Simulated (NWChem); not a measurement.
# PBE0/6-311G(d,p) run of C2H2F2 (vinylidene fluoride)

What is the vertical ionisation energy of C2H2F2 (vinylidene fluoride) at PBE0/6-311G**? 

Program for the calculation: NWChem 7.3.0.

## (1) The molecule

C2H2F2: 6 atoms, total charge 0, spin state singlet. SMILES: `C=C(F)F`. The coordinates come from a PBE0-D4/def2-TZVP relaxation.

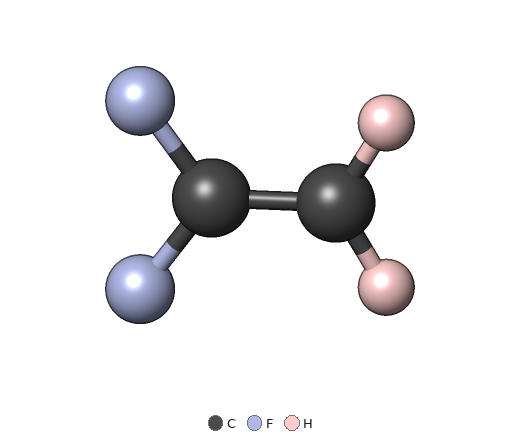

The structure, seen from a chosen angle (carbon dark grey, fluorine light blue, hydrogen pink).

## (2) A single-point energy at PBE0/6-311G(d,p)

c2h2f2.nw

```
start c2h2f2
memory total 2200 mb
charge 0

geometry units angstroms noautosym nocenter noautoz
   C     -0.115900     0.471000    -0.544400
   C      0.105000    -0.394600     0.420100
   F     -0.454900    -0.363600     1.607600
   F      0.919200    -1.422100     0.343000
   H      0.394200     0.360600    -1.488400
   H     -0.805600     1.284800    -0.384200
end

basis spherical bse
   * library 6-311G**
end

dft
   xc pbe0
   grid fine
   convergence energy 1e-08
   iterations 100
   mulliken
   print low
end

task dft
```

Command:

```sh
$ nwchem c2h2f2.nw > c2h2f2.out
```

Standard output:

```text
[...]
 d= 0,ls=0.0,diis     1   -276.7531286790 -3.95D+02  1.08D-02  1.14D+00     1.1
[...]
 d= 0,ls=0.0,diis    10   -276.8603290918 -6.92D-10  1.63D-07  1.06D-09     8.4
         Total DFT energy =     -276.860329091800
      One electron energy =     -616.530951107888
           Coulomb energy =      253.679861756889
    Exchange-Corr. energy =      -32.262439933325
 Nuclear repulsion energy =      118.253200192523
[...]
      Total Density - Mulliken Population Analysis
     ---------------------------------------------
    Atom       Charge   Shell Charges
 -----------   ------   -------------------------------------------------------
    1 C    6     6.35   1.10  0.89  0.65  0.74  1.52  0.47  0.94  0.04
    2 C    6     5.60   1.10  0.89  0.59  0.78  1.43  0.25  0.35  0.21
    3 F    9     9.17   1.08  0.92  1.17  1.09  2.35  0.85  1.71  0.01
    4 F    9     9.17   1.08  0.92  1.17  1.09  2.35  0.85  1.71  0.01
    5 H    1     0.85   0.27  0.48  0.08  0.03
    6 H    1     0.85   0.27  0.48  0.08  0.03
[...]
```

Run time: 9 s. Hardware: 1 thread of Intel Xeon Platinum 8488C (Sapphire Rapids), shared host; peak memory 0.11 GiB.

## (3) The doublet cation at the same level

c2h2f2.nw

```
start c2h2f2
title "C2H2F2 energy"
memory total 2200 mb
charge 1
geometry units angstrom noautosym nocenter noautoz
  C     -0.115900     0.471000    -0.544400
  C      0.105000    -0.394600     0.420100
  F     -0.454900    -0.363600     1.607600
  F      0.919200    -1.422100     0.343000
  H      0.394200     0.360600    -1.488400
  H     -0.805600     1.284800    -0.384200
end
basis spherical bse
  * library 6-311G**
end
dft
  xc pbe0
  mult 2
  grid fine
  convergence energy 1e-08
  maxiter 100
  mulliken
  print low
end
task dft energy
```

Command:

```sh
$ nwchem c2h2f2.nw > c2h2f2.out
```

Standard output:

```text
[...]
 d= 0,ls=0.0,diis     1   -276.2730895253 -3.95D+02  9.55D-03  5.64D-01     1.4
[...]
 d= 0,ls=0.0,diis    12   -276.4788859893 -4.00D-10  3.84D-08  3.52D-11    14.3
[...]
         Total DFT energy =     -276.478885989295
      One electron energy =     -606.796117540204
           Coulomb energy =      243.953067630946
    Exchange-Corr. energy =      -31.889036272560
 Nuclear repulsion energy =      118.253200192523
[...]
      Total Density - Mulliken Population Analysis
     ---------------------------------------------
    Atom       Charge   Shell Charges
 -----------   ------   -------------------------------------------------------
    1 C    6     6.05   1.10  0.88  0.63  0.81  1.47  0.49  0.63  0.04
    2 C    6     5.45   1.10  0.89  0.56  0.82  1.40  0.24  0.22  0.23
    3 F    9     9.02   1.08  0.92  1.15  1.11  2.33  0.85  1.57  0.01
    4 F    9     9.02   1.08  0.92  1.15  1.11  2.33  0.85  1.57  0.01
    5 H    1     0.73   0.26  0.44  0.01  0.03
    6 H    1     0.73   0.26  0.44  0.01  0.03
[...]
      <S2> =      0.7525 (Exact =     0.7500)
[...]
```

It took 15 s on 1 thread of Intel Xeon Platinum 8488C (Sapphire Rapids), shared host; peak memory 0.11 GiB.

## (4) Outcome

Level: PBE0/6-311G**.

```
                                          quantity          value
                      singlet C2H2F2: total energy  -276.86033 Eh
                      doublet cation: total energy  -276.47889 Eh
                              doublet cation: ⟨S²⟩          0.752
vertical ionisation energy (to the doublet cation)      10.380 eV
```

What this shows: Removing an electron at fixed nuclei costs 10.38 eV (239 kcal/mol). Mulliken charges (doublet cation) run from -0.05 on C1 to +0.55 on C2.
